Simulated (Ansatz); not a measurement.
The calculation's input:

```
crystal:
  periodic: [false, false, false]
  atoms:
    - symbol: Cl
      position_ang: [-1.914764, 2.152544, -0.093902]
    - symbol: Ge
      position_ang: [-1.052550, 1.204100, 1.724825]
    - symbol: N
      position_ang: [0.096501, 0.049259, 0.853170]
    - symbol: Si
      position_ang: [0.267634, -0.065218, -0.911270]
    - symbol: Si
      position_ang: [1.088361, -1.012196, 1.855096]
    - symbol: H
      position_ang: [1.306203, -1.121336, -1.136020]
    - symbol: H
      position_ang: [-0.998316, -0.500383, -1.563663]
    - symbol: H
      position_ang: [0.754296, 1.210941, -1.504534]
    - symbol: H
      position_ang: [0.745863, -0.707041, 3.279305]
    - symbol: H
      position_ang: [2.544046, -0.764341, 1.633655]
    - symbol: H
      position_ang: [0.797979, -2.449897, 1.575206]
basis:
  gaussian:
    orbitals: def2-SVPD
output: {forces: true, orbitals: {seedname: orbitals}}
hamiltonian:
  xc: pbe0
```

Run with:

```sh
ansatz run input.yaml --threads 2 --pin off --max-ram 6090MiB --events-out events.jsonl --progress --plain --runs-dir runs
```

Geometry: PBE0-D4/def2-SVP.

All numbers below come from isolated molecule in a Gaussian basis; Kohn-Sham density functional theory, functional PBE0 in Ansatz 0.2.0.

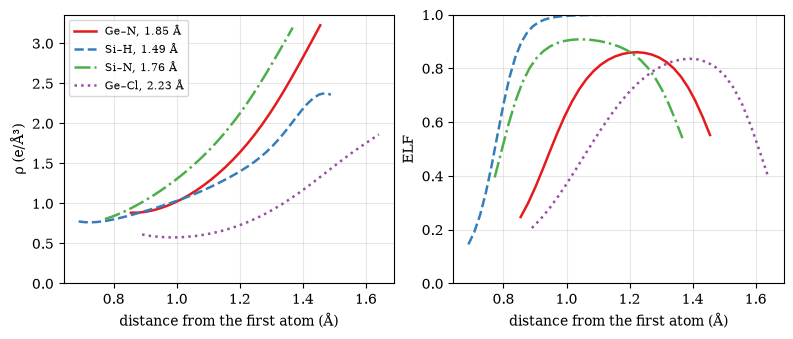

ClGeH₆NSi₂ (SMILES [SiH3][N]([SiH3])[Ge][Cl]). Electron density and electron localisation function along straight lines between neighbouring atoms. The curves leave out the atomic cores.

### Compare the contacts.

Ge–N (1.85 Å): ρ at the midpoint is about 0.91 e/Å³; the ELF peaks at about 0.85 in the valence shell of N, 0.6 Å from its nucleus, and is about 0.40 at the midpoint.
Si–H (1.49 Å): the density is about 0.77 e/Å³ at the midpoint; the ELF climbs to about 1 towards the hydrogen, as it does in any bond to H.
Si–N (1.76 Å): the density is about 1 e/Å³ at the midpoint; the ELF peaks at about 0.90 between the atoms (a shared but strongly polarised pair).
Ge–Cl (2.23 Å): ρ is about 0.63 e/Å³ halfway; the ELF peaks at about 0.85 in the valence shell of Cl, 0.8 Å from its nucleus, and is about 0.60 at the midpoint.
